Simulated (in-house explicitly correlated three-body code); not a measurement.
Two electrons around a point charge Z = 3.08. Computed variationally in 260 exponentially correlated functions with an in-house code, non-relativistic, converged to about 10⁻⁷ hartree. The exact exchange and correlation energies are −1701 and −43.59 millihartree. Wanted, and plotted below: the errors of AM05, BLYP, BP86, LDA (VWN5), M06-L, OLYP, PBE, PBEsol, PW91, TPSS and revTPSS, evaluated on the exact density.

By the size of the summed error (millihartree): OLYP +0.023, BLYP +2.3, BP86 +4.5, TPSS −6.4, revTPSS −8.6, PW91 +14, M06-L −21, PBE +25, PBEsol +88, AM05 +108, LDA (VWN5) +145. Errors of exchange and correlation cancel by a quarter or more for OLYP (+4.2 and −4.1), BLYP (+6.5 and −4.1), BP86 (+6.5 and −2.0), PW91 (+21 and −7.2), AM05 (+183 and −75) and LDA (VWN5) (+238 and −93).

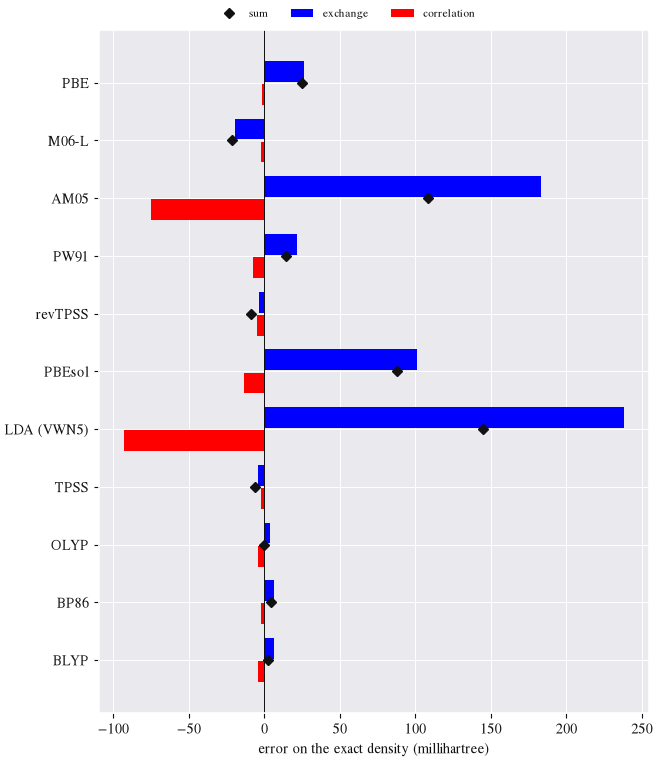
